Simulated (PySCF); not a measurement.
# singlet [SiHF2]+: levels of theory compared

We compute a comparison of 5 runs (wB97X-V/STO-6G, BCCD(T)/STO-6G, CCSDTQ/STO-6G, CISD/STO-6G, FCI/STO-6G) of singlet [SiHF2]+. Input form: a Python script.

Program for the calculation: PySCF 2.14.0.

15 further runs of the same task are left out: 5 that didn't finish, 10 set aside as unsound or not needed.

**1. The system as given**

[SiHF2]+ has 4 atoms, charge +1, and is taken as a singlet. SMILES of the parent species: `F[SiH]F`. The shape is that of a GFN2-xTB optimisation. That shape belongs to the parent species and isn't relaxed for this state.

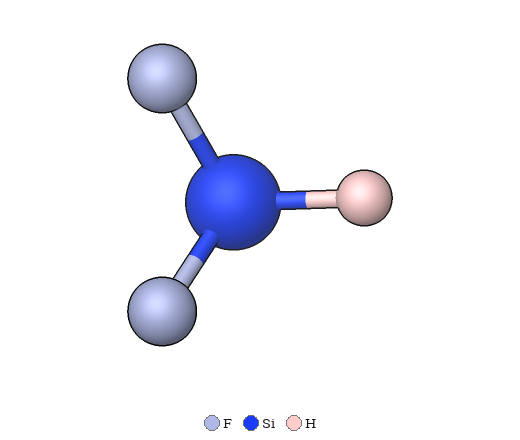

Viewed from a chosen angle; fluorine light blue, silicon blue, hydrogen pink.

**2. A single-point energy at wB97X-V/STO-6G (run 1)**

job.py

```python
from pyscf import gto, dft

mol = gto.M(
    atom='F 1.226950 0.652980 -0.410280; Si -0.028060 -0.342890 -0.301090; F -1.234200 0.716240 -0.252780; H 0.035310 -1.026330 0.964150',
    spin=0,
    basis='sto-6g',
    max_memory=1860,
    verbose=3,
    charge=1,
)

myscf = dft.RKS(mol, xc='wb97x-v')
myscf.grids.level = 5
myscf.nlcgrids.level = 1
myscf.conv_tol = 1e-10
myscf.kernel()
if not myscf.converged:
    myscf = myscf.newton().run(myscf.mo_coeff, myscf.mo_occ)

e_tot = myscf.e_tot
print('E(%s) = %.9f' % ('WB97X-V', e_tot))
```

Command:

```sh
$ OMP_NUM_THREADS=1 python job.py
```

Log:

```text
converged SCF energy = -487.326555356897
E(WB97X-V) = -487.326555357
```

It took 17 s on 1 thread of Arm Neoverse V2, shared host; peak memory 0.2 GiB.

**3. A single-point energy at BCCD(T)/STO-6G (run 2)**

calc.py

```python
from pyscf import gto, scf, cc
from pyscf.cc.bccd import bccd_kernel_

mol = gto.M(
    atom=[
    ('F', (1.226950, 0.652980, -0.410280)),
    ('Si', (-0.028060, -0.342890, -0.301090)),
    ('F', (-1.234200, 0.716240, -0.252780)),
    ('H', (0.035310, -1.026330, 0.964150)),
],
    verbose=4,
    basis='sto-6g',
    charge=1,
    max_memory=1860,
)

mf = scf.RHF(mol)
mf.conv_tol = 1e-10
mf.kernel()
if not mf.converged:
    mf = mf.newton().run(mf.mo_coeff, mf.mo_occ)

mycc = cc.CCSD(mf, frozen=7).run()
mycc = bccd_kernel_(mycc, diis=True)
e_t = mycc.ccsd_t()
e_tot = mycc.e_tot + e_t
print('Final energy', e_tot)
```

Command:

```sh
$ OMP_NUM_THREADS=1 python calc.py
```

Log:

```text
PySCF version 2.14.0

[... 58 lines left out ...]
converged SCF energy = -486.134384012855
[... 12 lines left out ...]
Init t2, MP2 energy = -486.232846819945  E_corr(MP2) -0.0984628070901329
[... 17 lines left out ...]
CCSD converged
[... 31 lines left out ...]
CCSD converged
[... 28 lines left out ...]
CCSD converged
[... 23 lines left out ...]
CCSD converged
[... 3 lines left out ...]
******** <class 'pyscf.cc.ccsd.CCSD'> ********
CC2 = 0
CCSD nocc = 9, nmo = 13
frozen orbitals 7
max_cycle = 50
direct = 0
conv_tol = 1e-07
conv_tol_normt = 1e-05
diis_space = 6
diis_start_cycle = 0
diis_start_energy_diff = 1e+09
Init E_corr(CCSD) = -0.131033113684494
cycle = 1  E_corr(CCSD) = -0.131034042144846  dE = -9.28460352e-07  norm(t1,t2) = 2.17039e-05
cycle = 2  E_corr(CCSD) = -0.131033168883032  dE = 8.73261813e-07  norm(t1,t2) = 6.51076e-06
cycle = 3  E_corr(CCSD) = -0.131033598749222  dE = -4.2986619e-07  norm(t1,t2) = 4.408e-06
cycle = 4  E_corr(CCSD) = -0.131033451440586  dE = 1.47308636e-07  norm(t1,t2) = 2.61578e-06
cycle = 5  E_corr(CCSD) = -0.131033576512363  dE = -1.25071777e-07  norm(t1,t2) = 1.64392e-06
cycle = 6  E_corr(CCSD) = -0.131033547203721  dE = 2.93086414e-08  norm(t1,t2) = 6.87855e-07
CCSD converged
E(CCSD) = -486.2502502495364  E_corr = -0.1310335472037213
BCC iter:    3  E:    -486.250250249536  dE:    1.489e-07  |t1|:    9.189e-06
CCSD(T) correction = -0.0163799363014547
Final energy -486.2666301858381
```

Wall time 1.2 s (1 thread of Arm Neoverse V2, shared host); peak memory 0.1 GiB.

**4. The energy at CCSDTQ/STO-6G (run 3)**

calc.py

```python
from pyscf import gto, scf, cc

molecule = gto.M(
    atom=[
    ('F', (1.226950, 0.652980, -0.410280)),
    ('Si', (-0.028060, -0.342890, -0.301090)),
    ('F', (-1.234200, 0.716240, -0.252780)),
    ('H', (0.035310, -1.026330, 0.964150)),
],
    basis='sto-6g',
    max_memory=1860,
    verbose=4,
    charge=1,
    spin=0,
)

mf = scf.RHF(molecule)
mf.conv_tol = 1e-10
mf.kernel()
if not mf.converged:
    mf = mf.newton().run(mf.mo_coeff, mf.mo_occ)

mycc = cc.CCSDTQ(mf, frozen=7)
mycc.kernel()
e_tot = mycc.e_tot
print('Final energy', e_tot)
```

Command:

```sh
$ OMP_NUM_THREADS=1 python calc.py
```

Log:

```text
PySCF version 2.14.0

[... 58 lines left out ...]
converged SCF energy = -486.134384012855
[... 22 lines left out ...]
Init t2, MP2 energy = -486.232846819947  E_corr(MP2) -0.098462807092
[... 27 lines left out ...]
RCCSDTQ converged
[... 3 lines left out ...]
Final energy -486.26914940849497
```

It took 23 s on 1 thread of Arm Neoverse V2, shared host; peak memory 0.13 GiB.

Run 4 isn't shown in full; the table further down has it.

**5. The energy at FCI/STO-6G (run 5)**

start.xyz

```xyz
4

F      1.226950     0.652980    -0.410280
Si    -0.028060    -0.342890    -0.301090
F     -1.234200     0.716240    -0.252780
H      0.035310    -1.026330     0.964150
```

calc.py

```python
from pyscf import gto, mcscf

mol = gto.M(
    atom='start.xyz',
    charge=1,
    verbose=3,
    max_memory=1860,
    basis='sto-6g',
)

mf = mol.RHF()
mf.conv_tol = 1e-10
mf.kernel()
if not mf.converged:
    mf = mf.newton().run(mf.mo_coeff, mf.mo_occ)

cas = mcscf.CASCI(mf, mf.mo_coeff.shape[-1] - 7, (mol.nelec[0] - 7, mol.nelec[1] - 7))  # full CI above the frozen core
cas.fix_spin_(ss=0.0)
cas.kernel()
energy = cas.e_tot
print('E(%s) = %.9f' % ('FCI', energy))
```

Command:

```sh
$ OMP_NUM_THREADS=1 python calc.py
```

Log:

```text
converged SCF energy = -486.134384012855
CASCI E = -486.269010648080  E(CI) = -84.5377885729225  S^2 = 0.0000000
E(FCI) = -486.269010648
```

It took 19 s on 1 thread of Arm Neoverse V2, shared host; peak memory 0.23 GiB.

**6. The series**

```
run           level  integration grid  nlc grid  energy (Eh)  HOMO energy (eV)  LUMO energy (eV)  HOMO–LUMO gap (eV)  wall time
  1  wB97X-V/STO-6G                 5         1  -487.326555            -17.63             -7.35               10.28       17 s
  2  BCCD(T)/STO-6G                 –         –  -486.266630                 –                 –                   –      1.2 s
  3   CCSDTQ/STO-6G                 –         –  -486.269149            -19.98             -6.25               13.74       23 s
  4     CISD/STO-6G                 –         –  -486.251214            -19.98             -6.25               13.74     0.83 s
  5      FCI/STO-6G                 –         –  -486.269011            -19.98             -6.25               13.74       19 s
```

**7. Results**

```
                                          quantity          value
                               run 5: total energy  -486.26901 Eh
        run 5: HOMO energy (Hartree–Fock orbitals)      -19.98 eV
        run 5: LUMO energy (Hartree–Fock orbitals)       -6.25 eV
      run 5: HOMO–LUMO gap (Hartree–Fock orbitals)       13.74 eV
run 5: correlation energy (7 core orbitals frozen)     -134.6 mEh
```

In words: Against full CI in this basis: BCCD(T) +2.4 mEh; CCSDTQ -0.1 mEh; CISD +17.8 mEh. In runs 1, 2, 3, 4, 5 the basis is minimal, so the values are rough. All runs together took 62 s, the longest 23 s.
